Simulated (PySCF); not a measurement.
## What a change does: NMR shielding calculation on Si5NH13O

System: Si5NH13O, SMILES [SiH3][SiH2]O[SiH2]N([SiH3])[SiH3].
Method of run A: GIAO HF/pcSseg-1 NMR shielding, non-relativistic, gas phase (PySCF 2.14.0).

The geometry comes from this level: PBE0-D3(BJ)/def2-SVP. Text and figures count atoms from 1; the logs count them from 0 in places.

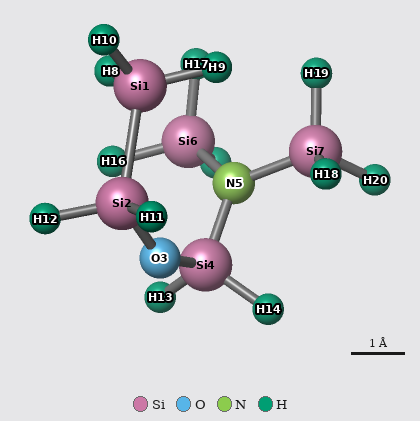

Figure 1. The structure as given in the input (ball-and-stick view, seen at a tilt; atoms are numbered from 1 in the order of the input).

Input, run A:
```
{"job": {"kind": "nmr", "xc": "HF", "basis": "pcSseg-1", "pop": false}, "charge": 0, "multiplicity": 1}
Si     1.995158    -0.609759     1.178158
Si     2.413932     0.919649    -0.555911
O      1.026231     1.276877    -1.401473
Si    -0.589138     0.971650    -1.568952
N     -1.201196    -0.030076    -0.271991
Si    -1.452940    -1.750327    -0.539780
Si    -1.807373     0.765839     1.176811
H      1.453675    -1.893851     0.636457
H      1.032148    -0.055222     2.177834
H      3.284507    -0.904042     1.880385
H      2.974833     2.184844     0.007653
H      3.419917     0.341334    -1.498147
H     -0.810703     0.258757    -2.857292
H     -1.300604     2.279507    -1.543314
H     -2.819548    -2.036372    -1.077346
H     -0.443371    -2.231721    -1.528344
H     -1.296509    -2.479964     0.752470
H     -0.974619     1.978092     1.436793
H     -1.721408    -0.176658     2.330205
H     -3.231831     1.194362     1.021152
```

The first line tells a small driver script what to run in PySCF; the rest is the geometry in Å.

Command:
```bash
OMP_NUM_THREADS=1 python <driver script> task.json out
```

Hardware: 1 CPU thread, shared host.

Output (run A):
```
final grid: 151672 points
cycle   1  E = -1581.4525190082  dE = -1.448e-02  |g| = 6.722e-01  |ddm| = 3.924e+00
cycle   2  E = -1581.5590608594  dE = -1.065e-01  |g| = 3.818e-01  |ddm| = 8.277e-01
cycle   3  E = -1581.5866574369  dE = -2.760e-02  |g| = 8.754e-02  |ddm| = 3.109e-01
cycle   4  E = -1581.5891665563  dE = -2.509e-03  |g| = 1.497e-02  |ddm| = 1.376e-01
cycle   5  E = -1581.5892401036  dE = -7.355e-05  |g| = 3.837e-03  |ddm| = 2.757e-02
cycle   6  E = -1581.5892460724  dE = -5.969e-06  |g| = 1.639e-03  |ddm| = 8.195e-03
cycle   7  E = -1581.5892470581  dE = -9.857e-07  |g| = 3.829e-04  |ddm| = 3.142e-03
cycle   8  E = -1581.5892471466  dE = -8.845e-08  |g| = 7.203e-05  |ddm| = 1.207e-03
cycle   9  E = -1581.5892471506  dE = -4.046e-09  |g| = 1.716e-05  |ddm| = 2.575e-04
cycle  10  E = -1581.5892471508  dE = -1.951e-10  |g| = 4.186e-06  |ddm| = 5.028e-05
converged SCF energy = -1581.5892471508

GIAO shielding tensors (ppm)
atom      isotropic    diamagn.    paramagn.     s11        s22        s33       span
  0 Si     484.751     879.323    -394.572    481.196    485.178    487.879      6.682
  1 Si     424.823     875.575    -450.752    374.061    405.963    494.446    120.385
  2 O      317.470     405.224     -87.754    278.835    314.073    359.502     80.668
  3 Si     431.119     876.786    -445.667    419.128    434.879    439.349     20.221
  4 N      268.747     340.761     -72.014    223.073    288.941    294.226     71.153
  5 Si     436.484     876.425    -439.942    404.060    418.545    486.846     82.787
  6 Si     437.482     876.614    -439.132    404.707    421.275    486.464     81.757
  7 H       28.262      32.717      -4.455     24.567     28.243     31.976      7.409
  8 H       28.285      32.862      -4.577     24.503     28.290     32.061      7.558
  9 H       28.565      29.883      -1.318     25.346     25.626     34.722      9.376
 10 H       26.879      28.748      -1.869     23.383     25.114     32.140      8.757
 11 H       26.875      28.628      -1.753     23.306     25.146     32.172      8.865
 12 H       27.417      29.796      -2.379     23.707     25.702     32.843      9.136
 13 H       27.412      29.530      -2.119     23.675     25.571     32.990      9.315
 14 H       27.438      28.822      -1.384     23.587     25.038     33.688     10.100
 15 H       27.375      30.894      -3.519     24.028     26.188     31.908      7.880
 16 H       27.357      30.592      -3.236     24.239     26.030     31.800      7.561
 17 H       27.405      31.054      -3.649     23.867     26.454     31.895      8.027
 18 H       27.340      30.553      -3.213     24.248     25.901     31.869      7.621
 19 H       27.403      28.957      -1.554     23.604     24.979     33.626     10.022
```

The input of run B differs as follows (lines with − go, lines with + come):
```diff
-"xc": "HF"
+"xc": "PBE0"
-"pop": false
```

What does this change do to the results?

The total energies belong to different methods, so their difference says nothing on which is more stable or more accurate. The HOMO goes from −10.86 to −7.94 eV. The LUMO goes from 2.92 to −0.39 eV. The dipole moment goes from 0.60 to 0.53 D. Of all shieldings, the largest change is that of Si4, by −49.3 ppm. The method changes from HF to PBE0. The SCF takes 13 iterations against 10.

Output (run B):
```
coarse grid: 18328 points
cycle   1  E = -1584.3797985485  dE =  1.147e-01  |g| = 8.316e-01  |ddm| = 4.032e+00
cycle   2  E = -1584.1173086470  dE =  2.625e-01  |g| = 1.409e+00  |ddm| = 1.928e+00
cycle   3  E = -1584.5027151992  dE = -3.854e-01  |g| = 1.082e-01  |ddm| = 1.473e+00
cycle   4  E = -1584.5045373099  dE = -1.822e-03  |g| = 5.921e-02  |ddm| = 1.511e-01
cycle   5  E = -1584.5051505593  dE = -6.132e-04  |g| = 1.973e-02  |ddm| = 5.677e-02
cycle   6  E = -1584.5052399772  dE = -8.942e-05  |g| = 1.977e-03  |ddm| = 2.306e-02
cycle   7  E = -1584.5052409723  dE = -9.952e-07  |g| = 4.190e-04  |ddm| = 2.943e-03
final grid: 151672 points
cycle   8  E = -1584.5504079880  dE = -1.084e-05  |g| = 8.331e-03  |ddm| = 1.963e-02
cycle   9  E = -1584.5503821885  dE =  2.580e-05  |g| = 1.426e-02  |ddm| = 1.642e-02
cycle  10  E = -1584.5504202766  dE = -3.809e-05  |g| = 4.149e-04  |ddm| = 1.092e-02
cycle  11  E = -1584.5504203044  dE = -2.786e-08  |g| = 7.969e-05  |ddm| = 4.434e-04
cycle  12  E = -1584.5504203052  dE = -7.822e-10  |g| = 5.430e-05  |ddm| = 1.153e-04
cycle  13  E = -1584.5504203058  dE = -5.948e-10  |g| = 9.069e-06  |ddm| = 5.128e-05
converged SCF energy = -1584.5504203058

GIAO shielding tensors (ppm)
atom      isotropic    diamagn.    paramagn.     s11        s22        s33       span
  0 Si     456.612     882.971    -426.358    452.217    456.907    460.713      8.496
  1 Si     379.014     879.433    -500.418    319.187    349.326    468.530    149.343
  2 O      296.262     402.726    -106.464    237.979    292.722    358.083    120.104
  3 Si     381.789     881.198    -499.408    362.845    387.635    394.888     32.043
  4 N      253.220     334.861     -81.641    200.781    276.594    282.285     81.504
  5 Si     392.521     880.519    -487.999    349.128    369.405    459.029    109.901
  6 Si     394.149     880.707    -486.558    351.041    372.909    458.495    107.454
  7 H       27.547      32.667      -5.120     24.026     27.493     31.121      7.095
  8 H       27.574      32.814      -5.240     23.962     27.531     31.229      7.267
  9 H       27.961      29.570      -1.609     24.839     25.056     33.989      9.150
 10 H       25.806      28.387      -2.581     22.271     24.232     30.916      8.645
 11 H       25.806      28.257      -2.451     22.198     24.271     30.949      8.750
 12 H       26.356      29.621      -3.266     22.776     24.771     31.519      8.742
 13 H       26.357      29.309      -2.952     22.746     24.639     31.687      8.941
 14 H       26.546      28.525      -1.979     22.739     24.259     32.640      9.901
 15 H       26.474      30.887      -4.413     23.230     25.320     30.872      7.641
 16 H       26.469      30.567      -4.098     23.388     25.311     30.706      7.318
 17 H       26.485      31.042      -4.557     23.038     25.543     30.874      7.836
 18 H       26.473      30.500      -4.027     23.454     25.183     30.782      7.328
 19 H       26.523      28.660      -2.136     22.761     24.224     32.584      9.823
```

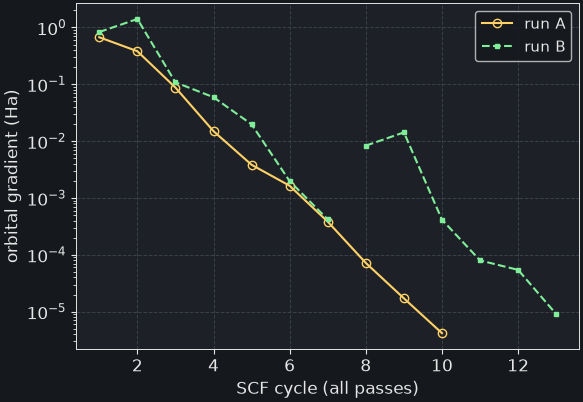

Figure 2. Convergence of the two runs: orbital gradient against the SCF cycle. A break in a curve parts two SCF passes (coarse and final grid). Run A takes 10 cycles in all, and run B takes 13.

The two runs side by side:

```csv
quantity,run A,run B
outcome,converged,converged
total energy (hartree),−1581.589247,−1584.550420
HOMO (eV),−10.86,−7.94
LUMO (eV),2.92,−0.39
dipole moment (D),0.60,0.53
shielding of Si1 (ppm),484.8,456.6
shielding of Si2 (ppm),424.8,379.0
shielding of O3 (ppm),317.5,296.3
shielding of Si4 (ppm),431.1,381.8
shielding of N5 (ppm),268.7,253.2
shielding of Si6 (ppm),436.5,392.5
shielding of Si7 (ppm),437.5,394.1
SCF iterations,10,13
basis functions,219,219
wall time (shared host),26 s,58 s
```
